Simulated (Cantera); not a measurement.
A closed system holds: 1 mol PbO, 0.99 mol H2, 0.57 mol H2O, held at 0.000110 bar.

These are equilibrium values from Cantera (NASA tables, ideal gas, pure condensed phases), not measurements of a reactor. Candidate condensed phases: H2O, Pb, PbO, PbO2, Pb3O4; 12 gas species. Equilibrium is a limit: real reactors are often held back by kinetics, nucleation or transport.

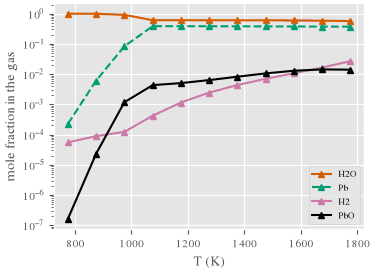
Figure. Equilibrium gas composition (values under 1e-9 drawn at 1e-9)

From 775 K to 975 K the condensed part is Pb(l) + PbO(yellow). From 1075 K to 1775 K nothing is condensed. The main Pb-bearing gas is Pb throughout.
